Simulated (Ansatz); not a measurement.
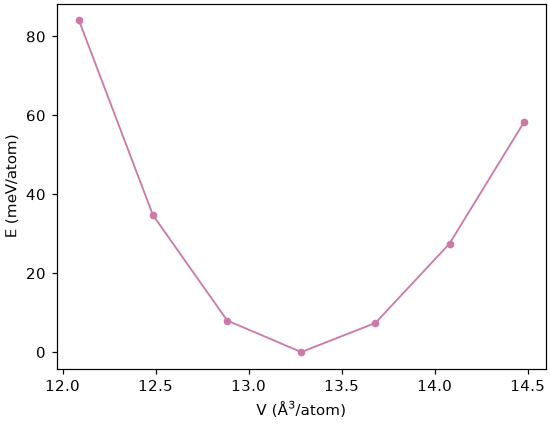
Figure: SiRu in space group P2_13 (No. 198; Si on 4a, Ru on 4a) under volume change, PBE in the plane-wave PAW code Ansatz, shape and atoms relaxed at each volume.

Question: What does a third-order Birch–Murnaghan fit give for V₀, B₀ and B′?

Answer: V₀ = 13.28 Å³/atom, B₀ = 206 GPa, B′ = 5.3.

The cell was relaxed with PBE under the symmetry of its start. The run is not spin-polarised.

Potentials: the earlier of the program's two PAW sets.
